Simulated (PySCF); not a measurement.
**OZr: relaxation with CCSD(T) and vibrations with CCSD(T)**

Aim: for OZr, 2 runs in a chain (relaxation with CCSD(T) and vibrations with CCSD(T)).

Method: relaxation with CCSD(T), HF, def2-tzvpd, and further levels as typed in the inputs, in PySCF 2.14.0.

## 1. Starting point

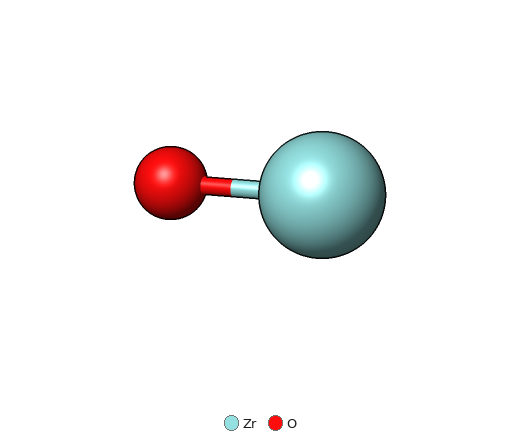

Start, viewed from a chosen angle; zirconium light teal, oxygen red.

As a file:

```xyz
2

Zr    0.0000    0.0000    0.0000
O     0.0000    0.0000    1.7300
```

## 2. Relaxation with CCSD(T): OZr

The input, run.py:

```python
from pyscf import gto, cc, scf
mol = gto.M(atom="mol.xyz", basis="def2-tzvpd", verbose=4)
mol.set(ecp='def2-tzvpd').build()
mf = scf.RHF(mol).run(conv_tol=1e-9)
from pyscf.cc import ccsd_t_lambda
from pyscf.grad import ccsd_t
def energy_force(m):
    s = scf.RHF(m).run(conv_tol=1e-10); c = cc.CCSD(s, frozen=1).run(conv_tol=1e-8)
    g = c.ao2mo(); e = c.e_tot + c.ccsd_t(eris=g); l = ccsd_t_lambda.kernel(c, g, c.t1, c.t2)
    return e, ccsd_t.Gradients(c).kernel(c.t1, c.t2, l[1], l[2], eris=g)
from pyscf.geomopt import as_pyscf_method
from pyscf.geomopt.geometric_solver import optimize
m = optimize(as_pyscf_method(mol, energy_force), maxsteps=60)
print("optimised structure (A):")
for k in range(m.natm): print(m.atom_symbol(k), *(f"{x:.8f}" for x in m.atom_coords(unit="A")[k]))
mol.verbose = 0; print(f"CCSD(T) total energy = {energy_force(m)[0]:.10f}")
```

Run with:

```
$ python run.py
```

The program printed:

```text
[INPUT] num. atoms = 2
[INPUT] num. electrons = 48
[INPUT] charge = 0
[INPUT] spin (= nelec alpha-beta = 2S) = 0
[INPUT] symmetry False subgroup None
[INPUT] Mole.unit = angstrom
[INPUT] Symbol           X                Y                Z      unit          X                Y                Z       unit  Magmom
[INPUT]  1 Zr     0.000000000000   0.000000000000   0.000000000000 AA    0.000000000000   0.000000000000   0.000000000000 Bohr   0.0
[INPUT]  2 O      0.000000000000   0.000000000000   1.730000000000 AA    0.000000000000   0.000000000000   3.269226195498 Bohr   0.0

nuclear repulsion = 97.8824898811561
number of shells = 28
number of NR pGTOs = 115
number of NR cGTOs = 80
basis = def2-tzvpd
ecp = {}

WARN: ECP not specified. The basis set def2-tzvpd include an ECP. Recommended ECP: def2-TZVPD.

******** <class 'pyscf.scf.hf.RHF'> ********
method = RHF
initial guess = minao
damping factor = 0
level_shift factor = 0
DIIS = <class 'pyscf.scf.diis.CDIIS'>
diis_start_cycle = 1
diis_space = 8
diis_damp = 0
SCF conv_tol = 1e-09
SCF conv_tol_grad = None
SCF max_cycles = 50
direct_scf = True
direct_scf_tol = 1e-13
Set gradient conv threshold to 3.16228e-05
Initial guess from minao.
init E= -115.523982931736
  HOMO = -0.384942365610485  LUMO = -0.289330926795974  gap/eV = 2.60172
cycle= 1 E= -121.210513819917  delta_E= -5.69  |g|= 0.952  |ddm|= 4.07
  HOMO = -0.244429144779746  LUMO = -0.00361539157967202  gap/eV = 6.55288
cycle= 2 E= -121.04309148316  delta_E= 0.167  |g|=  1.3  |ddm|= 1.33
  HOMO = -0.231973810694683  LUMO = 0.0202381364593494  gap/eV = 6.86304
cycle= 3 E= -121.383206474762  delta_E= -0.34  |g|= 0.115  |ddm|= 0.849
  HOMO = -0.250604349552436  LUMO = 0.00951589788172089  gap/eV = 7.07823
cycle= 4 E= -121.386700671817  delta_E= -0.00349  |g|= 0.0186  |ddm|= 0.168
  HOMO = -0.248529343532478  LUMO = 0.0108216074469415  gap/eV = 7.05730
cycle= 5 E= -121.386982611991  delta_E= -0.000282  |g|= 0.00825  |ddm|= 0.0683
  HOMO = -0.248851842725724  LUMO = 0.0104975998174116  gap/eV = 7.05726
cycle= 6 E= -121.387053690452  delta_E= -7.11e-05  |g|= 0.00302  |ddm|= 0.0289
  HOMO = -0.249230924681129  LUMO = 0.0101918979871632  gap/eV = 7.05925
cycle= 7 E= -121.387070152916  delta_E= -1.65e-05  |g|= 0.00135  |ddm|= 0.0152
  HOMO = -0.249258466636785  LUMO = 0.0101912892955228  gap/eV = 7.05999
cycle= 8 E= -121.387073345945  delta_E= -3.19e-06  |g|= 0.000421  |ddm|= 0.0116
  HOMO = -0.249265169878434  LUMO = 0.0101965239445308  gap/eV = 7.06031
cycle= 9 E= -121.387073576326  delta_E= -2.3e-07  |g|= 8.8e-05  |ddm|= 0.00376
  HOMO = -0.249263623271098  LUMO = 0.0101928344626593  gap/eV = 7.06017
cycle= 10 E= -121.387073585609  delta_E= -9.28e-09  |g|= 3.48e-05  |ddm|= 0.000511
  HOMO = -0.249262779354257  LUMO = 0.0101919417403565  gap/eV = 7.06012
cycle= 11 E= -121.387073587393  delta_E= -1.78e-09  |g|= 7.94e-06  |ddm|= 0.000307
  HOMO = -0.249262396736555  LUMO = 0.0101922942868309  gap/eV = 7.06012
cycle= 12 E= -121.387073587485  delta_E= -9.14e-11  |g|= 1.13e-06  |ddm|= 4.42e-05
  HOMO = -0.249262406335795  LUMO = 0.0101923512138929  gap/eV = 7.06012
Extra cycle  E= -121.387073587486  delta_E= -1.31e-12  |g|= 5.27e-07  |ddm|= 8.29e-06
converged SCF energy = -121.387073587486

Geometry optimization cycle 1
Cartesian coordinates (Angstrom)
 Atom        New coordinates             dX        dY        dZ
  Zr   0.000000   0.000000   0.000000    0.000000  0.000000  0.000000
   O   0.000000   0.000000   1.730000    0.000000  0.000000  0.000000

WARN: Mole.unit (angstrom) is changed to Bohr

New geometry
   1 Zr     0.000000000000   0.000000000000   0.000000000000 AA    0.000000000000   0.000000000000   0.000000000000 Bohr
   2 O      0.000000000000   0.000000000000   1.730000000000 AA    0.000000000000   0.000000000000   3.269226195498 Bohr

******** <class 'pyscf.scf.hf.RHF'> ********
method = RHF
initial guess = minao
damping factor = 0
level_shift factor = 0
DIIS = <class 'pyscf.scf.diis.CDIIS'>
diis_start_cycle = 1
diis_space = 8
diis_damp = 0
SCF conv_tol = 1e-10
SCF conv_tol_grad = None
SCF max_cycles = 50
direct_scf = True
direct_scf_tol = 1e-13
Set gradient conv threshold to 1e-05
Initial guess from minao.
init E= -115.523982931736
  HOMO = -0.384942365610495  LUMO = -0.289330926795978  gap/eV = 2.60172
cycle= 1 E= -121.210513819918  delta_E= -5.69  |g|= 0.952  |ddm|= 4.07
  HOMO = -0.244429144779741  LUMO = -0.00361539157966721  gap/eV = 6.55288
cycle= 2 E= -121.04309148316  delta_E= 0.167  |g|=  1.3  |ddm|= 1.33
  HOMO = -0.231973810694679  LUMO = 0.0202381364593647  gap/eV = 6.86304
cycle= 3 E= -121.383206474762  delta_E= -0.34  |g|= 0.115  |ddm|= 0.849
  HOMO = -0.250604349552429  LUMO = 0.00951589788172856  gap/eV = 7.07823
cycle= 4 E= -121.386700671817  delta_E= -0.00349  |g|= 0.0186  |ddm|= 0.168
  HOMO = -0.248529343532478  LUMO = 0.0108216074469273  gap/eV = 7.05730
cycle= 5 E= -121.386982611991  delta_E= -0.000282  |g|= 0.00825  |ddm|= 0.0683
  HOMO = -0.248851842725728  LUMO = 0.0104975998174145  gap/eV = 7.05726
cycle= 6 E= -121.387053690452  delta_E= -7.11e-05  |g|= 0.00302  |ddm|= 0.0289
  HOMO = -0.249230924681122  LUMO = 0.0101918979871921  gap/eV = 7.05925
cycle= 7 E= -121.387070152916  delta_E= -1.65e-05  |g|= 0.00135  |ddm|= 0.0152
  HOMO = -0.249258466636785  LUMO = 0.0101912892954932  gap/eV = 7.05999
cycle= 8 E= -121.387073345944  delta_E= -3.19e-06  |g|= 0.000421  |ddm|= 0.0116
  HOMO = -0.24926516987842  LUMO = 0.0101965239445256  gap/eV = 7.06031
cycle= 9 E= -121.387073576326  delta_E= -2.3e-07  |g|= 8.8e-05  |ddm|= 0.00376
  HOMO = -0.249263623271112  LUMO = 0.0101928344626595  gap/eV = 7.06017
cycle= 10 E= -121.387073585609  delta_E= -9.28e-09  |g|= 3.48e-05  |ddm|= 0.000511
  HOMO = -0.249262779354247  LUMO = 0.0101919417403561  gap/eV = 7.06012
cycle= 11 E= -121.387073587393  delta_E= -1.78e-09  |g|= 7.94e-06  |ddm|= 0.000307
  HOMO = -0.249262396736558  LUMO = 0.0101922942868193  gap/eV = 7.06012
cycle= 12 E= -121.387073587485  delta_E= -9.15e-11  |g|= 1.13e-06  |ddm|= 4.42e-05
  HOMO = -0.249262406335792  LUMO = 0.0101923512139035  gap/eV = 7.06012
Extra cycle  E= -121.387073587486  delta_E= -1.14e-12  |g|= 5.27e-07  |ddm|= 8.29e-06
converged SCF energy = -121.387073587486

******** <class 'pyscf.cc.ccsd.CCSD'> ********
CC2 = 0
CCSD nocc = 9, nmo = 79
frozen orbitals 1
max_cycle = 50
direct = 0
conv_tol = 1e-08
conv_tol_normt = 1e-05
diis_space = 6
diis_start_cycle = 0
diis_start_energy_diff = 1e+09
Init t2, MP2 energy = -121.946566580196  E_corr(MP2) -0.559492992709548
Init E_corr(CCSD) = -0.559492992709729
cycle = 1  E_corr(CCSD) = -0.499303744483501  dE = 0.0601892482  norm(t1,t2) = 0.143029
cycle = 2  E_corr(CCSD) = -0.546854137871106  dE = -0.0475503934  norm(t1,t2) = 0.100473
cycle = 3  E_corr(CCSD) = -0.533811824371444  dE = 0.0130423135  norm(t1,t2) = 0.0926434
cycle = 4  E_corr(CCSD) = -0.533114467736447  dE = 0.000697356635  norm(t1,t2) = 0.0147645
cycle = 5  E_corr(CCSD) = -0.534914037085475  dE = -0.00179956935  norm(t1,t2) = 0.00554808
cycle = 6  E_corr(CCSD) = -0.535159544041478  dE = -0.000245506956  norm(t1,t2) = 0.00244476
cycle = 7  E_corr(CCSD) = -0.534897471913935  dE = 0.000262072128  norm(t1,t2) = 0.00134102
cycle = 8  E_corr(CCSD) = -0.534889594070521  dE = 7.87784341e-06  norm(t1,t2) = 0.000512156
cycle = 9  E_corr(CCSD) = -0.534889851470305  dE = -2.57399784e-07  norm(t1,t2) = 0.000227237
cycle = 10  E_corr(CCSD) = -0.534898929020463  dE = -9.07755016e-06  norm(t1,t2) = 0.00010275
cycle = 11  E_corr(CCSD) = -0.534899333549489  dE = -4.04529025e-07  norm(t1,t2) = 3.12853e-05
cycle = 12  E_corr(CCSD) = -0.534899162707714  dE = 1.70841775e-07  norm(t1,t2) = 1.36052e-05
cycle = 13  E_corr(CCSD) = -0.534899067519456  dE = 9.51882586e-08  norm(t1,t2) = 6.75901e-06
cycle = 14  E_corr(CCSD) = -0.534899009222386  dE = 5.82970699e-08  norm(t1,t2) = 3.93046e-06
cycle = 15  E_corr(CCSD) = -0.534899225297741  dE = -2.16075356e-07  norm(t1,t2) = 1.94959e-06
cycle = 16  E_corr(CCSD) = -0.534899147712776  dE = 7.75849652e-08  norm(t1,t2) = 7.69505e-07
[... 224 lines left out ...]
conv_tol = 1e-08
conv_tol_normt = 1e-05
diis_space = 6
diis_start_cycle = 0
diis_start_energy_diff = 1e+09
Init t2, MP2 energy = -121.946575100821  E_corr(MP2) -0.559637110425804
Init E_corr(CCSD) = -0.559637110425996
cycle = 1  E_corr(CCSD) = -0.499288787588052  dE = 0.0603483228  norm(t1,t2) = 0.143292
cycle = 2  E_corr(CCSD) = -0.547022906318584  dE = -0.0477341187  norm(t1,t2) = 0.100773
cycle = 3  E_corr(CCSD) = -0.533909906561848  dE = 0.0131129998  norm(t1,t2) = 0.0931977
cycle = 4  E_corr(CCSD) = -0.53318794160984  dE = 0.000721964952  norm(t1,t2) = 0.0148468
cycle = 5  E_corr(CCSD) = -0.534995247586507  dE = -0.00180730598  norm(t1,t2) = 0.00556695
cycle = 6  E_corr(CCSD) = -0.535245536835899  dE = -0.000250289249  norm(t1,t2) = 0.00245309
cycle = 7  E_corr(CCSD) = -0.534981956468714  dE = 0.000263580367  norm(t1,t2) = 0.0013477
cycle = 8  E_corr(CCSD) = -0.534973425778483  dE = 8.53069023e-06  norm(t1,t2) = 0.000514021
cycle = 9  E_corr(CCSD) = -0.53497382762992  dE = -4.01851437e-07  norm(t1,t2) = 0.000228451
cycle = 10  E_corr(CCSD) = -0.534982900066825  dE = -9.0724369e-06  norm(t1,t2) = 0.000103538
cycle = 11  E_corr(CCSD) = -0.534983395665279  dE = -4.95598454e-07  norm(t1,t2) = 3.15454e-05
cycle = 12  E_corr(CCSD) = -0.534983206467638  dE = 1.89197642e-07  norm(t1,t2) = 1.37347e-05
cycle = 13  E_corr(CCSD) = -0.534983132311887  dE = 7.41557511e-08  norm(t1,t2) = 6.80081e-06
cycle = 14  E_corr(CCSD) = -0.534983062861392  dE = 6.94504944e-08  norm(t1,t2) = 3.95587e-06
cycle = 15  E_corr(CCSD) = -0.534983285132737  dE = -2.22271345e-07  norm(t1,t2) = 1.96289e-06
cycle = 16  E_corr(CCSD) = -0.534983205329864  dE = 7.98028738e-08  norm(t1,t2) = 7.80025e-07
cycle = 17  E_corr(CCSD) = -0.534983236588835  dE = -3.12589716e-08  norm(t1,t2) = 2.74405e-07
cycle = 18  E_corr(CCSD) = -0.534983231525323  dE = 5.06351217e-09  norm(t1,t2) = 1.30661e-07
CCSD converged
E(CCSD) = -121.92192122192  E_corr = -0.5349832315253231
CCSD(T) correction = -0.0321924887658399
cycle = 1  norm(lambda1,lambda2) = 0.151489
cycle = 2  norm(lambda1,lambda2) = 0.113481
cycle = 3  norm(lambda1,lambda2) = 0.0976937
cycle = 4  norm(lambda1,lambda2) = 0.00881409
cycle = 5  norm(lambda1,lambda2) = 0.00476893
cycle = 6  norm(lambda1,lambda2) = 0.00198716
cycle = 7  norm(lambda1,lambda2) = 0.00070332
cycle = 8  norm(lambda1,lambda2) = 0.000306303
cycle = 9  norm(lambda1,lambda2) = 0.000150029
cycle = 10  norm(lambda1,lambda2) = 4.81066e-05
cycle = 11  norm(lambda1,lambda2) = 2.63544e-05
cycle = 12  norm(lambda1,lambda2) = 1.24323e-05
cycle = 13  norm(lambda1,lambda2) = 6.552e-06
cycle = 14  norm(lambda1,lambda2) = 3.3112e-06
cycle = 15  norm(lambda1,lambda2) = 1.89935e-06
cycle = 16  norm(lambda1,lambda2) = 1.03682e-06
cycle = 17  norm(lambda1,lambda2) = 5.69262e-07
cycle = 18  norm(lambda1,lambda2) = 3.07175e-07
cycle = 19  norm(lambda1,lambda2) = 1.33716e-07
cycle = 20  norm(lambda1,lambda2) = 5.86611e-08
cycle = 21  norm(lambda1,lambda2) = 2.86759e-08
cycle = 22  norm(lambda1,lambda2) = 2.16538e-08
cycle = 23  norm(lambda1,lambda2) = 1.97255e-08
cycle = 24  norm(lambda1,lambda2) = 1.72572e-08
cycle = 25  norm(lambda1,lambda2) = 1.69041e-08
cycle = 26  norm(lambda1,lambda2) = 1.45025e-08
cycle = 27  norm(lambda1,lambda2) = 1.15703e-08
cycle = 28  norm(lambda1,lambda2) = 9.89322e-09
--------------- CCSD gradients ---------------
         x                y                z
0 Zr     0.0000000000     0.0000000000    -0.0000031326
1 O    -0.0000000000    -0.0000000000     0.0000031326
----------------------------------------------
cycle 3: E = -121.954113711  dE = -6.29345e-07  norm(grad) = 4.43024e-06
optimised structure (A):
Zr -0.00000000 0.00000000 -0.00082941
O 0.00000000 -0.00000000 1.73082941

******** <class 'pyscf.scf.hf.RHF'> ********
method = RHF
initial guess = minao
damping factor = 0
level_shift factor = 0
DIIS = <class 'pyscf.scf.diis.CDIIS'>
diis_start_cycle = 1
diis_space = 8
diis_damp = 0
SCF conv_tol = 1e-10
SCF conv_tol_grad = None
SCF max_cycles = 50
direct_scf = True
direct_scf_tol = 1e-13
Set gradient conv threshold to 1e-05
Initial guess from minao.
init E= -115.522171059881
  HOMO = -0.384909314842631  LUMO = -0.289292738739041  gap/eV = 2.60186
cycle= 1 E= -121.210120479438  delta_E= -5.69  |g|= 0.952  |ddm|= 4.06
  HOMO = -0.244411317776788  LUMO = -0.00380691538157673  gap/eV = 6.54718
cycle= 2 E= -121.040681600584  delta_E= 0.169  |g|= 1.31  |ddm|= 1.34
  HOMO = -0.232117630214173  LUMO = 0.0201735785300222  gap/eV = 6.86519
cycle= 3 E= -121.383066382536  delta_E= -0.342  |g|= 0.115  |ddm|= 0.852
  HOMO = -0.250773145474298  LUMO = 0.00942951808798659  gap/eV = 7.08048
cycle= 4 E= -121.386564164567  delta_E= -0.0035  |g|= 0.0186  |ddm|= 0.168
  HOMO = -0.248688947069603  LUMO = 0.0107474286240507  gap/eV = 7.05962
cycle= 5 E= -121.386846681102  delta_E= -0.000283  |g|= 0.00826  |ddm|= 0.0684
  HOMO = -0.249010922634881  LUMO = 0.0104256861108281  gap/eV = 7.05963
cycle= 6 E= -121.386917922931  delta_E= -7.12e-05  |g|= 0.00304  |ddm|= 0.0289
  HOMO = -0.249391117826786  LUMO = 0.0101192727368555  gap/eV = 7.06164
cycle= 7 E= -121.386934504402  delta_E= -1.66e-05  |g|= 0.00136  |ddm|= 0.0153
  HOMO = -0.249419004368303  LUMO = 0.0101183126115342  gap/eV = 7.06237
cycle= 8 E= -121.386937743577  delta_E= -3.24e-06  |g|= 0.000425  |ddm|= 0.0116
  HOMO = -0.249425669200402  LUMO = 0.010123438135982  gap/eV = 7.06269
cycle= 9 E= -121.386937979048  delta_E= -2.35e-07  |g|= 8.86e-05  |ddm|= 0.00379
  HOMO = -0.249424109478941  LUMO = 0.0101196774828821  gap/eV = 7.06255
cycle= 10 E= -121.386937988478  delta_E= -9.43e-09  |g|= 3.51e-05  |ddm|= 0.000516
  HOMO = -0.249423252453269  LUMO = 0.0101187723900245  gap/eV = 7.06250
cycle= 11 E= -121.386937990299  delta_E= -1.82e-09  |g|= 8.06e-06  |ddm|= 0.00031
  HOMO = -0.249422860313338  LUMO = 0.0101191353333332  gap/eV = 7.06250
cycle= 12 E= -121.386937990394  delta_E= -9.46e-11  |g|= 1.15e-06  |ddm|= 4.49e-05
  HOMO = -0.249422870974186  LUMO = 0.0101191930587166  gap/eV = 7.06250
Extra cycle  E= -121.386937990395  delta_E= -1.05e-12  |g|= 5.41e-07  |ddm|= 8.37e-06
converged SCF energy = -121.386937990395

******** <class 'pyscf.cc.ccsd.CCSD'> ********
CC2 = 0
CCSD nocc = 9, nmo = 79
frozen orbitals 1
max_cycle = 50
direct = 0
conv_tol = 1e-08
conv_tol_normt = 1e-05
diis_space = 6
diis_start_cycle = 0
diis_start_energy_diff = 1e+09
Init t2, MP2 energy = -121.94657510082  E_corr(MP2) -0.559637110425776
Init E_corr(CCSD) = -0.559637110425973
cycle = 1  E_corr(CCSD) = -0.49928878758807  dE = 0.0603483228  norm(t1,t2) = 0.143463
cycle = 2  E_corr(CCSD) = -0.547022906318562  dE = -0.0477341187  norm(t1,t2) = 0.101053
cycle = 3  E_corr(CCSD) = -0.533899571878693  dE = 0.0131233344  norm(t1,t2) = 0.0933184
cycle = 4  E_corr(CCSD) = -0.533190513790873  dE = 0.000709058088  norm(t1,t2) = 0.0148111
cycle = 5  E_corr(CCSD) = -0.534994215295557  dE = -0.0018037015  norm(t1,t2) = 0.00557866
cycle = 6  E_corr(CCSD) = -0.535246148369018  dE = -0.000251933073  norm(t1,t2) = 0.0024549
cycle = 7  E_corr(CCSD) = -0.534982893422558  dE = 0.000263254946  norm(t1,t2) = 0.00134951
cycle = 8  E_corr(CCSD) = -0.534973510942502  dE = 9.38248006e-06  norm(t1,t2) = 0.000516608
cycle = 9  E_corr(CCSD) = -0.534973806092817  dE = -2.95150315e-07  norm(t1,t2) = 0.000228453
cycle = 10  E_corr(CCSD) = -0.534983008957763  dE = -9.20286495e-06  norm(t1,t2) = 0.000103785
cycle = 11  E_corr(CCSD) = -0.53498340565443  dE = -3.96696667e-07  norm(t1,t2) = 3.16716e-05
cycle = 12  E_corr(CCSD) = -0.534983204393142  dE = 2.01261288e-07  norm(t1,t2) = 1.37965e-05
cycle = 13  E_corr(CCSD) = -0.534983150021436  dE = 5.43717062e-08  norm(t1,t2) = 6.79016e-06
cycle = 14  E_corr(CCSD) = -0.534983055861474  dE = 9.41599623e-08  norm(t1,t2) = 3.96609e-06
cycle = 15  E_corr(CCSD) = -0.534983284558821  dE = -2.28697348e-07  norm(t1,t2) = 1.97685e-06
cycle = 16  E_corr(CCSD) = -0.534983205666848  dE = 7.88919735e-08  norm(t1,t2) = 7.92582e-07
cycle = 17  E_corr(CCSD) = -0.534983236489157  dE = -3.08223094e-08  norm(t1,t2) = 2.7527e-07
cycle = 18  E_corr(CCSD) = -0.534983231599648  dE = 4.8895088e-09  norm(t1,t2) = 1.3165e-07
CCSD converged
E(CCSD) = -121.9219212219944  E_corr = -0.5349832315996483
CCSD(T) correction = -0.0321924888152905
cycle = 1  norm(lambda1,lambda2) = 0.151984
cycle = 2  norm(lambda1,lambda2) = 0.113799
cycle = 3  norm(lambda1,lambda2) = 0.0979685
cycle = 4  norm(lambda1,lambda2) = 0.00881516
cycle = 5  norm(lambda1,lambda2) = 0.00477209
cycle = 6  norm(lambda1,lambda2) = 0.00198798
cycle = 7  norm(lambda1,lambda2) = 0.000703487
cycle = 8  norm(lambda1,lambda2) = 0.000306296
cycle = 9  norm(lambda1,lambda2) = 0.000150131
cycle = 10  norm(lambda1,lambda2) = 4.81094e-05
cycle = 11  norm(lambda1,lambda2) = 2.64009e-05
cycle = 12  norm(lambda1,lambda2) = 1.24411e-05
cycle = 13  norm(lambda1,lambda2) = 6.55239e-06
cycle = 14  norm(lambda1,lambda2) = 3.31767e-06
cycle = 15  norm(lambda1,lambda2) = 1.90313e-06
cycle = 16  norm(lambda1,lambda2) = 1.03785e-06
cycle = 17  norm(lambda1,lambda2) = 5.6952e-07
cycle = 18  norm(lambda1,lambda2) = 3.07064e-07
cycle = 19  norm(lambda1,lambda2) = 1.34173e-07
cycle = 20  norm(lambda1,lambda2) = 5.89342e-08
cycle = 21  norm(lambda1,lambda2) = 2.87664e-08
cycle = 22  norm(lambda1,lambda2) = 2.17308e-08
cycle = 23  norm(lambda1,lambda2) = 1.97864e-08
cycle = 24  norm(lambda1,lambda2) = 1.73143e-08
cycle = 25  norm(lambda1,lambda2) = 1.70259e-08
cycle = 26  norm(lambda1,lambda2) = 1.45668e-08
cycle = 27  norm(lambda1,lambda2) = 1.16137e-08
cycle = 28  norm(lambda1,lambda2) = 9.93044e-09
--------------- CCSD gradients ---------------
         x                y                z
0 Zr     0.0000000000     0.0000000000    -0.0000031327
1 O    -0.0000000000    -0.0000000000     0.0000031327
----------------------------------------------
CCSD(T) total energy = -121.9541137108
```

Wall time 15 min (4 threads of Arm Neoverse N1, shared host).

(Part 1 of 2 ends here.)
